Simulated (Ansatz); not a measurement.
# InNH2Cl (SMILES [NH2][In][Cl]): levels of theory compared

Wanted: a comparison of 6 runs (UHF/def2-SVP, U-wB97M-V/def2-SVP, UBHLYP/def2-SVP, UPBE-QIDH/def2-SVP, RPA@PBE0/def2-SVP, UCCSD/def2-SVP) of InNH2Cl. 

The results are computed with Ansatz 0.2.0.

53 further runs of the same task are left out: 53 set aside as unsound or not needed.

### Step 1. Starting point

InNH2Cl: 5 atoms, total charge 0, spin state doublet. SMILES: `[NH2][In][Cl]`. The In2–Cl3 distance was set to 3.553 Å, away from the relaxed value. At this shape a bond of the SMILES string is far longer than usual.

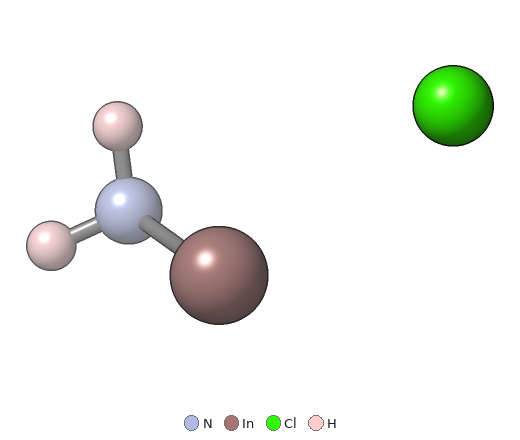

Viewed from a chosen angle; nitrogen light blue, indium brown, chlorine green, hydrogen pink.

### Step 2. A single-point energy at UHF/def2-SVP (core potential) (run 1)

input.yaml

```yaml
crystal:
  periodic: [false, false, false]
  atoms:
    - {symbol: N, position_ang: [-1.044142, 1.305446, -1.079895]}
    - {symbol: In, position_ang: [-1.313142, -0.720954, -0.739295]}
    - {symbol: Cl, position_ang: [1.391500, -2.211500, 1.018700]}
    - {symbol: H, position_ang: [-1.901242, 1.780646, -1.342695]}
    - {symbol: H, position_ang: [-0.689242, 1.760046, -0.242195]}
basis:
  gaussian:
    orbitals: def2-SVP
accuracy: high
magnetization:
  spin_polarized: true
  initial_magnetization: 1
output: {orbitals: {seedname: orbitals}}
hamiltonian:
  xc: hf
total_charge: 0
```

Command:

```sh
ansatz run input.yaml --threads 1 --pin off --max-ram 3480MiB --events-out events.jsonl --progress --plain --runs-dir runs
```

The log of the run:

```text
Warning: RAYON_NUM_THREADS=1 ignored (pool sized by the plan → 1); use --threads N
Functional definition: HF
  name "HF"
  exchange = exact_x
  correlation = 0
1503 factors; integrals over basis functions are off by at most 6.5e-9 eV
mean field evaluation 1: about -19155.6785 eV, gradient 2.4e1 eV
mean field evaluation 2: about -19155.6880 eV, gradient 2.4e1 eV
mean field evaluation 4: about -19159.1732 eV, gradient 2.7e0 eV
mean field evaluation 8: about -19159.3771 eV, gradient 7.3e-1 eV
mean field evaluation 16: about -19159.7286 eV, gradient 4.6e-3 eV
mean field evaluation 32: about -19159.2199 eV, gradient 4.1e0 eV
mean field evaluation 64: about -19159.5940 eV, gradient 1.2e0 eV
mean field evaluation 96: about -19158.8881 eV, gradient 4.3e0 eV
mean field evaluation 128: about -19157.6809 eV, gradient 5.0e0 eV
mean field evaluation 160: about -19159.5376 eV, gradient 3.8e-1 eV
mean field evaluation 192: about -19155.4718 eV, gradient 1.3e1 eV
mean field evaluation 224: about -19159.6864 eV, gradient 2.7e-1 eV
mean field -19159.72863614 eV, -704.1070404476 hartree, gradient 1.4e-8 eV, S^2 0.866230; 4 other end points of the search recorded, 0 dependent functions left out
reference -19159.72863614 eV, -704.1070404476 hartree; 24, 23 occupied and 44, 45 virtual orbitals, 1503 factors
Total energy: -19159.72863614 eV, -704.1070404476 hartree
```

Wall time 7.5 s (1 thread of Arm Neoverse V1, shared host); peak memory 0.21 GiB.

### Step 3. The energy at U-wB97M-V/def2-SVP (core potential) (run 2)

molecule.yaml

```yaml
crystal:
  periodic: [false, false, false]
  atoms:
    - symbol: "N"
      position_ang: [-1.044142, 1.305446, -1.079895]
    - symbol: In
      position_ang: [-1.313142, -0.720954, -0.739295]
    - symbol: Cl
      position_ang: [1.391500, -2.211500, 1.018700]
    - symbol: H
      position_ang: [-1.901242, 1.780646, -1.342695]
    - symbol: H
      position_ang: [-0.689242, 1.760046, -0.242195]
basis:
  gaussian: {orbitals: def2-SVP}
magnetization: {spin_polarized: true, initial_magnetization: 1}
hamiltonian: {xc: {name: wB97M-V}}
accuracy: high
output: {orbitals: {seedname: orbitals}}
```

Command:

```sh
ansatz run molecule.yaml --threads 1 --pin off --max-ram 3480MiB --events-out events.jsonl --progress --plain --runs-dir runs
```

The log of the run, shortened:

```text
Warning: RAYON_NUM_THREADS=1 ignored (pool sized by the plan → 1); use --threads N
Functional definition: wB97M-V
  name "wB97M-V"
[...]
  gx(w, u) = 1 - cx + cx01*u + cx10*w
  gss(w, u) = css00 + css04*u^4 + css10*w + css20*w^2 + css43*w^4*u^3
  gos(w, u) = cos00 + cos10*w + (cos20 + cos21*u)*w^2 + (cos60 + cos61*u)*w^6
[...]
      + integral(e_c_pw_mod_opposite_spin*gos(b97_w_opposite, b97_u_opposite)) + vv10(b, c)
1503 factors; integrals over basis functions are off by at most 6.5e-9 eV
332 factors; integrals over basis functions are off by at most 2.2e-9 eV
[...]
mean field -19210.06291774 eV, -705.9567911785 hartree, gradient 9.4e-8 eV, S^2 0.781434; 6 other end points of the search recorded, 0 dependent functions left out
reference -19210.06292207 eV, -705.9567913377 hartree; 24, 23 occupied and 44, 45 virtual orbitals, 1503 factors
Total energy: -19210.06292207 eV, -705.9567913377 hartree
```

Run time: 3.2 min. Hardware: 1 thread of Arm Neoverse V1, shared host; peak memory 0.85 GiB.

Run 3 isn't shown in full; the table further down has it.

### Step 4. The energy at UPBE-QIDH/def2-SVP (core potential) (run 4)

input.yaml, as its differences from that of step 2:

```diff
@@ -9,11 +9,7 @@
 basis:
-  gaussian:
-    orbitals: def2-SVP
+  gaussian: {orbitals: def2-SVP}
+output: {orbitals: {seedname: orbitals}}
+hamiltonian: {xc: {name: PBE-QIDH}}
 accuracy: high
-magnetization:
-  spin_polarized: true
-  initial_magnetization: 1
-output: {orbitals: {seedname: orbitals}}
-hamiltonian:
-  xc: hf
-total_charge: 0
+correlation: {frozen_orbitals: {Cl: 5, H: 0, In: 4, "N": 1}}
+magnetization: {spin_polarized: true, initial_magnetization: 1}
```

Command:

```sh
ansatz run input.yaml --threads 1 --pin off --max-ram 3480MiB --events-out events.jsonl --progress --plain --runs-dir runs
```

The log of the run, shortened:

```text
Warning: RAYON_NUM_THREADS=1 ignored (pool sized by the plan → 1); use --threads N
Functional definition: PBE-QIDH
  name "PBE-QIDH"
[...]
1503 factors; integrals over basis functions are off by at most 6.5e-9 eV
[...]
mean field -19192.03538733 eV, -705.2942916557 hartree, gradient 7.1e-8 eV, S^2 0.820267; 8 other end points of the search recorded, 0 dependent functions left out
10 core orbitals not correlated: weight in the atoms' cores, before any rotation towards them, 1.000 or more for the frozen orbitals, at most 0.000 for the correlated occupied ones
reference -19192.03538849 eV, -705.2942916984 hartree; 14, 13 occupied and 44, 45 virtual orbitals, 1503 factors
second order -11.33787974 eV of doubles, -0.00000000 eV of singles
Total energy: -19195.81468174 eV, -705.4331781635 hartree
```

It took 29 s on 1 thread of Arm Neoverse V1, shared host; peak memory 0.39 GiB.

Run 5 isn't shown in full; the table further down has it.

### Step 5. A single-point energy at UCCSD/def2-SVP (core potential) (run 6)

molecule.yaml

```yaml
crystal:
  periodic: [false, false, false]
  atoms:
    - {symbol: N, position_ang: [-1.044142, 1.305446, -1.079895]}
    - {symbol: In, position_ang: [-1.313142, -0.720954, -0.739295]}
    - {symbol: Cl, position_ang: [1.391500, -2.211500, 1.018700]}
    - {symbol: H, position_ang: [-1.901242, 1.780646, -1.342695]}
    - {symbol: H, position_ang: [-0.689242, 1.760046, -0.242195]}
basis:
  gaussian: {orbitals: def2-SVP}
scf: {omitted_lower_state_checks: [cluster_reference, increment]}
accuracy: high
magnetization: {spin_polarized: true, initial_magnetization: 1}
correlation: {method: ccsd, frozen_orbitals: {Cl: 5, H: 0, In: 4, "N": 1}}
```

Command:

```sh
ansatz run molecule.yaml --threads 1 --pin off --max-ram 3480MiB --events-out events.jsonl --progress --plain --runs-dir runs
```

The log of the run:

```text
Warning: RAYON_NUM_THREADS=1 ignored (pool sized by the plan → 1); use --threads N
[... 16 lines left out ...]
10 core orbitals not correlated: weight in the atoms' cores, before any rotation towards them, 1.000 or more for the frozen orbitals, at most 0.000 for the correlated occupied ones
[... 51 lines left out ...]
Total energy: -19170.54530147 eV, -704.5045455668 hartree
Checks for a lower state left out: cluster_reference, increment
```

It took 59 s on 1 thread of Arm Neoverse V1, shared host; peak memory 0.47 GiB.

### Step 6. Overview of the runs

| run | level | frozen core orbitals | energy (Eh) | HOMO energy (eV) | LUMO energy (eV) | ⟨S²⟩ | wall time |
| --- | --- | --- | --- | --- | --- | --- | --- |
| 1 | UHF/def2-SVP (core potential) | – | -704.107040 | -8.15 | -1.09 | 0.866 | 7.5 s |
| 2 | U-wB97M-V/def2-SVP (core potential) | – | -705.956791 | -8.39 | -3.25 | 0.781 | 3.2 min |
| 3 | UBHLYP/def2-SVP (core potential) | – | -705.951395 | -7.23 | -4.00 | 0.786 | 21 s |
| 4 | UPBE-QIDH/def2-SVP (core potential) | 10 | -705.433178 | -7.69 | -3.14 | 0.820 | 29 s |
| 5 | RPA@PBE0/def2-SVP (core potential) | 10 | -704.644959 | – | – | 0.770 | 25 s |
| 6 | UCCSD/def2-SVP (core potential) | 10 | -704.504546 | – | – | 0.866 | 59 s |

### Step 7. Results

| quantity | value |
| --- | --- |
| run 6: total energy | -704.50455 Eh |
| run 6: correlation energy (10 core orbitals frozen) | -397.5 mEh |
| run 6: ⟨S²⟩ of the reference determinant | 0.866 |
| run 6: T1 diagnostic | 0.027 |

Totals of different functionals can't be ranked against each other. Spin contamination of the reference: run 1 ⟨S²⟩ = 0.87, run 6 ⟨S²⟩ = 0.87. All runs together took 5.6 min, the longest 3.2 min.
